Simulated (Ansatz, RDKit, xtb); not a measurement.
**Isomers of C3H7FS, a sample narrowed down**

Which of a sample of isomers of C3H7FS is the most stable in the gas at 298.15 K, and what are its properties? The sample is small against all isomers, and the most stable one of this formula need not be in it.

The funnel: GFN2-xTB relaxations, single points with a density functional, relaxations at PBE-D3(BJ)/def2-SVP, harmonic vibrations, and a last energy at a higher level. All values are calculated.

### Step 1. Possible bonding patterns

Isomers were taken from a list of plausible structures; this is a sample, not all of them. That gives 3 candidates.

```csv
label,SMILES,spin
c443,CC[C@@H](F)S,singlet
c666,CC(C)(F)S,singlet
c904,FCCCS,singlet
```

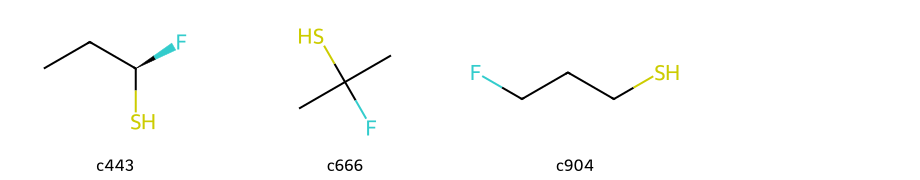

Structural formulas of the candidates.

Candidates are built by distance geometry, with a force field where one applies, in up to four conformers (letters a to d).

**Question.** With final energies at CCSD(T)/def2-SVP + MP2/def2-TZVPP - MP2/def2-SVP, which structure will this search put lowest in free energy, and by what margin?

| quantity | value |
| --- | --- |
| lowest structure found | CC(C)(F)S, singlet, C1 |
| next finalist | CC[C@@H](F)S, singlet, 4.6 kcal/mol higher in G |
| share at equilibrium, among the finalists | 100.0 % |
| harmonic wavenumbers, lowest and highest (PBE-D3(BJ)/def2-SVP) | 199 and 3097 cm⁻¹ |
| rotational constants, same geometry | 0.157, 0.1017, 0.09783 cm⁻¹ |

`CC(C)(F)S` comes out lowest. The margin of 4.6 kcal/mol over the next finalist is beyond the usual error of the last level; it says nothing of structures that weren't ranked. With 3 minima in the window unscreened, the next finalist need not be the second lowest, and margin and share hold for the finalists alone. GFN2-xTB, HF/STO-3G, r2SCAN-D4/def2-SVP, PBE-D3(BJ)/def2-SVP, HF/def2-SVP and MP2/def2-SVP already put its bonding pattern lowest among the structures in one piece. 3 minima inside the window were never screened. The search is not exhaustive (a finite list of starts, one conformer a finalist), so a lower isomer can't be ruled out. Only 3 drawn patterns were tried, so whole families of isomers are missing, and the result ranks only the part of this sample that was screened. The lowest isomer need not be the one that is made and kept in a bottle, which depends on barriers.
